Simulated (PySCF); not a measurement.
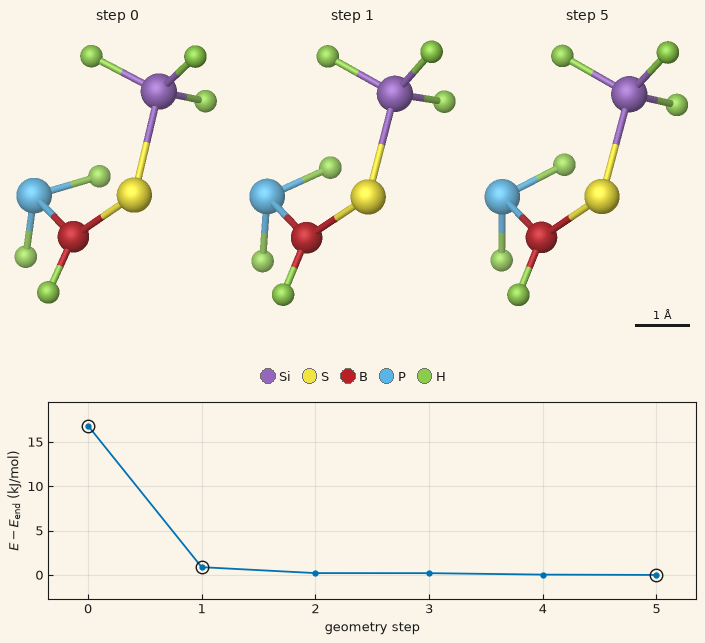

Frames of a relaxation of BSiPH6S, marked on the history of the run. A ball-and-stick model, seen from a free direction.

The start comes from GFN2-xTB. Its atoms were then displaced at random by about 0.01 Å.

Computed with PBE0-D3(BJ)/def2-SVP geometry optimisation, gas phase (PySCF). 

Question: Describe the path.

Answer: An H atom moves most after the best rigid fit: 0.24 Å. Largest moves by element: H 0.24 Å, S 0.09 Å, Si 0.06 Å, P 0.04 Å, B 0.04 Å. Some distances before and after: H–P 1.359 → 1.422 Å, H–Si 1.437 → 1.492 Å, B–S 1.745 → 1.790 Å, B–P 1.920 → 1.899 Å. Among the angles between lasting bonds that change: S–Si–H 100.8° → 106.0°, S–B–H 117.5° → 113.7°, H–Si–H 113.0° → 109.6°. The energy falls by 16.8 kJ/mol in 5 geometry steps. From step 0 to 1: an H atom moves most (0.18 Å), energy −16.0 kJ/mol. From step 1 to 5: an H atom moves most (0.08 Å), energy −0.88 kJ/mol.
